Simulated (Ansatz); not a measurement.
# CH3FO (SMILES OCF) at 6 levels

Wanted: a comparison of 6 runs (CAM-B3LYP/STO-3G, HSE06/STO-3G, r2SCAN/STO-3G, UMP2/STO-3G, CCSDT/STO-3G, FCI/STO-3G) of CH3FO. 

The results are computed with Ansatz 0.2.0.

68 further runs of the same task are left out: 2 that didn't finish, 66 set aside as unsound or not needed.

### 1 The system as given

CH3FO has 6 atoms, charge 0, and is taken as a singlet. SMILES: `OCF`. The H4–O1 distance was set to 1.443 Å, away from the relaxed value. At this shape a bond of the SMILES string is far longer than usual.

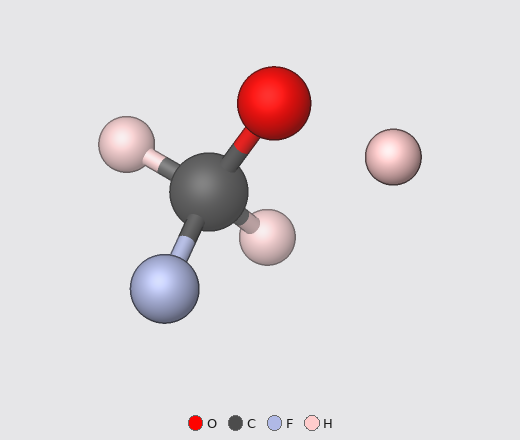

The structure, seen from a chosen angle (oxygen red, carbon dark grey, fluorine light blue, hydrogen pink).

### 2 A single-point energy at CAM-B3LYP/STO-3G (run 1)

in.yaml

```yaml
crystal:
  periodic: [false, false, false]
  atoms:
    - symbol: O
      position_ang: [-0.726644, -0.798259, 0.217941]
    - symbol: C
      position_ang: [0.317556, -0.052059, 0.696141]
    - symbol: F
      position_ang: [-0.026744, 1.282141, 0.789141]
    - symbol: H
      position_ang: [-0.928700, -0.495100, -1.178000]
    - symbol: H
      position_ang: [1.204156, -0.096159, 0.052841]
    - symbol: H
      position_ang: [0.539456, -0.409859, 1.702641]
basis:
  gaussian:
    orbitals: STO-3G
hamiltonian:
  xc: {name: CAM-B3LYP}
accuracy: high
```

On the command line:

```
$ ansatz run in.yaml --threads 1 --pin off --max-ram 2610MiB --events-out events.jsonl --progress --plain --runs-dir runs
```

What it wrote:

```text
Warning: RAYON_NUM_THREADS=1 ignored (pool sized by the plan → 1); use --threads N
Functional definition: CAM-B3LYP
  name "CAM-B3LYP"
  parameter alpha = 0.19
  parameter beta = 0.46
  parameter omega = 0.33/bohr
  parameter ac = 0.81
  exchange = (1 - alpha - beta)*b88_x + beta*b88_x_sr(omega) + alpha*exact_x + beta*exact_x_lr(omega)
  correlation = (1 - ac)*vwn5_c + ac*lyp_c
322 factors; integrals over basis functions are off by at most 4.1e-8 eV
155 factors; integrals over basis functions are off by at most 5.5e-10 eV
mean field evaluation 1: about -5760.8411 eV, gradient 2.5e1 eV
mean field evaluation 2: about -5761.5367 eV, gradient 2.2e1 eV
mean field evaluation 4: about -5762.9470 eV, gradient 7.8e-1 eV
mean field evaluation 8: about -5762.9178 eV, gradient 5.6e-3 eV
mean field evaluation 16: about -5762.9178 eV, gradient 3.4e-7 eV
mean field -5762.91776304 eV, -211.7833215457 hartree, gradient 5.8e-8 eV, S^2 0.000000; 0 other end points of the search recorded, 0 dependent functions left out
reference -5762.91777467 eV, -211.7833219732 hartree; 13, 13 occupied and 5, 5 virtual orbitals, 322 factors
Total energy: -5762.91777467 eV, -211.7833219732 hartree
```

It took 1.4 s on 1 thread of Arm Neoverse V1, shared host; peak memory 0.094 GiB.

### 3 A single-point energy at HSE06/STO-3G (run 2)

in.yaml

```yaml
crystal:
  periodic: [false, false, false]
  atoms:
    - {symbol: O, position_ang: [-0.726644, -0.798259, 0.217941]}
    - {symbol: C, position_ang: [0.317556, -0.052059, 0.696141]}
    - {symbol: F, position_ang: [-0.026744, 1.282141, 0.789141]}
    - {symbol: H, position_ang: [-0.928700, -0.495100, -1.178000]}
    - {symbol: H, position_ang: [1.204156, -0.096159, 0.052841]}
    - {symbol: H, position_ang: [0.539456, -0.409859, 1.702641]}
basis:
  gaussian: {orbitals: STO-3G}
hamiltonian: {xc: {name: HSE06}}
accuracy: high
```

On the command line:

```
$ ansatz run in.yaml --threads 1 --pin off --max-ram 2610MiB --events-out events.jsonl --progress --plain --runs-dir runs
```

What it wrote:

```text
Warning: RAYON_NUM_THREADS=1 ignored (pool sized by the plan → 1); use --threads N
Functional definition: HSE06
  name "HSE06"
  parameter a = 0.25
  parameter omega = 0.11/bohr
  exchange = pbe_x - a*pbe_x_sr(omega) + a*exact_x_sr(omega)
  correlation = pbe_c
322 factors; integrals over basis functions are off by at most 4.1e-8 eV
53 factors; integrals over basis functions are off by at most 3.0e-10 eV
mean field evaluation 1: about -5758.8116 eV, gradient 2.1e1 eV
mean field evaluation 2: about -5757.8406 eV, gradient 2.8e1 eV
mean field evaluation 4: about -5760.1742 eV, gradient 4.9e-1 eV
mean field evaluation 8: about -5760.1615 eV, gradient 4.7e-3 eV
mean field evaluation 16: about -5760.1615 eV, gradient 3.2e-8 eV
mean field -5760.16148451 eV, -211.6820301781 hartree, gradient 3.3e-8 eV, S^2 0.000000; 0 other end points of the search recorded, 0 dependent functions left out
reference -5760.16148616 eV, -211.6820302388 hartree; 13, 13 occupied and 5, 5 virtual orbitals, 322 factors
Total energy: -5760.16148616 eV, -211.6820302388 hartree
```

It took 1.3 s on 1 thread of Arm Neoverse V1, shared host; peak memory 0.094 GiB.

Runs 3 to 5 aren't shown in full; the table further down has their settings and results.

### 4 A single-point energy at FCI/STO-3G (run 6)

in.yaml

```yaml
crystal:
  periodic: [false, false, false]
  atoms:
    - symbol: O
      position_ang: [-0.726644, -0.798259, 0.217941]
    - symbol: C
      position_ang: [0.317556, -0.052059, 0.696141]
    - symbol: F
      position_ang: [-0.026744, 1.282141, 0.789141]
    - symbol: H
      position_ang: [-0.928700, -0.495100, -1.178000]
    - symbol: H
      position_ang: [1.204156, -0.096159, 0.052841]
    - symbol: H
      position_ang: [0.539456, -0.409859, 1.702641]
basis:
  gaussian:
    orbitals: STO-3G
accuracy: high
correlation:
  method: fci
  frozen_orbitals: {C: 1, F: 1, H: 0, O: 1}
```

On the command line:

```
$ ansatz run in.yaml --threads 1 --pin off --max-ram 2610MiB --events-out events.jsonl --progress --plain --runs-dir runs
```

What it wrote:

```text
Warning: RAYON_NUM_THREADS=1 ignored (pool sized by the plan → 1); use --threads N
Functional definition: HF
  name "HF"
  exchange = exact_x
  correlation = 0
322 factors; integrals over basis functions are off by at most 4.1e-8 eV
mean field evaluation 1: about -5735.0712 eV, gradient 2.9e1 eV
mean field evaluation 2: about -5735.2202 eV, gradient 3.0e1 eV
mean field evaluation 4: about -5738.5629 eV, gradient 1.9e0 eV
mean field evaluation 8: about -5738.5796 eV, gradient 7.6e-5 eV
mean field -5738.57962875 eV, -210.8889116074 hartree, gradient 9.3e-9 eV, S^2 0.000000; 0 other end points of the search recorded, 0 dependent functions left out; unrestricted orbitals would lower it
mean field evaluation 16: about -5739.0295 eV, gradient 7.2e-1 eV
3 core orbitals not correlated: weight in the atoms' cores, before any rotation towards them, 1.000 or more for the frozen orbitals, at most 0.000 for the correlated occupied ones
reference -5738.57962875 eV, -210.8889116074 hartree; 10, 10 occupied and 5, 5 virtual orbitals, 322 factors
state -5743.55970716 eV, -211.0719261135 hartree
Total energy: -5743.55970716 eV, -211.0719261135 hartree
```

It took 53 s on 1 thread of Arm Neoverse V1, shared host; peak memory 0.72 GiB.

### 5 The series

| run | level | frozen core orbitals | energy (Eh) | wall time |
| --- | --- | --- | --- | --- |
| 1 | CAM-B3LYP/STO-3G | – | -211.783322 | 1.4 s |
| 2 | HSE06/STO-3G | – | -211.682030 | 1.3 s |
| 3 | r2SCAN/STO-3G | – | -211.813917 | 2.4 s |
| 4 | UMP2/STO-3G | 3 | -211.000788 | 0.16 s |
| 5 | CCSDT/STO-3G | 3 | -211.071698 | 0.58 s |
| 6 | FCI/STO-3G | 3 | -211.071926 | 53 s |

### 6 Outcome

| quantity | value |
| --- | --- |
| run 6: total energy | -211.07193 Eh |
| run 6: correlation energy (3 core orbitals frozen) | -183.0 mEh |

**Reading.** Against full CI in this basis: UMP2 +71.1 mEh; CCSDT +0.2 mEh. Totals of different functionals can't be ranked against each other. In run 5 the log says that unrestricted orbitals would lower the reference, so the values rest on an unstable closed-shell determinant (other closed-shell runs at this shape may share the fault). In runs 1, 2, 3, 4, 5, 6 the basis is minimal, so the values are rough. Spin contamination of the reference: run 4 ⟨S²⟩ = 0.49. All runs together took 59 s, the longest 53 s.
